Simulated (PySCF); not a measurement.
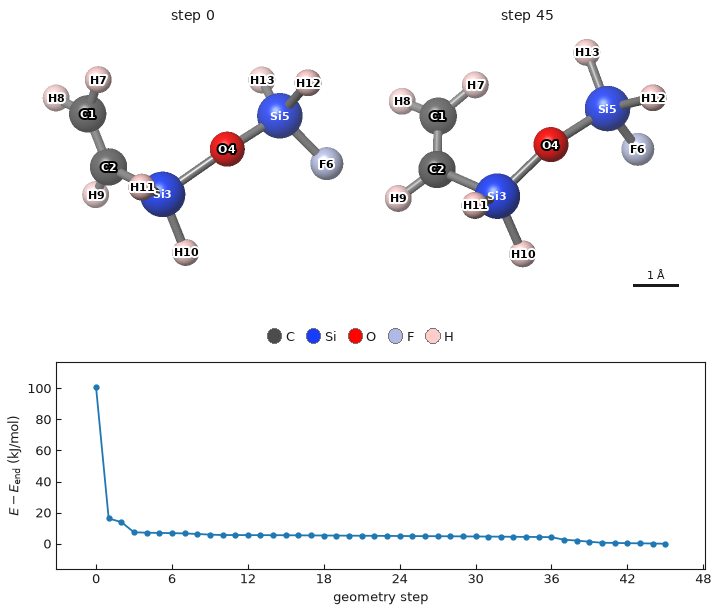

First and last geometry of a relaxation of C₂H₇FOSi₂, with the history of the run. Style: ball-and-stick. Shown at a tilt.

The start comes from GFN2-xTB. Its atoms were then displaced at random by about 0.03 Å.

Theory: PySCF, PBE0-D3(BJ)/def2-SVP geometry optimisation, gas phase. 

Question: Read the history and describe the run.

Answer: The relaxation stopped without meeting its thresholds, so the last structure isn't shown to be converged. H7 moves most after the best rigid fit: 1.38 Å. Largest moves by element: H 1.38 Å, F 0.82 Å, C 0.57 Å, O 0.31 Å, Si 0.24 Å. Some distances before and after: O4–Si5 1.508 → 1.634 Å, Si3–O4 1.767 → 1.665 Å, C2–H9 1.025 → 1.098 Å, Si3–H10 1.431 → 1.493 Å. Bond angles that change, for instance: C2–C1–H7 129.0° → 121.9°, O4–Si3–H11 100.3° → 107.5°, O4–Si3–H10 103.1° → 109.9°. Groups turn about C2–Si3 by about 60°, O4–Si5 by about 45°, Si3–O4 by about 25°. The energy falls by 100.9 kJ/mol in 45 geometry steps.
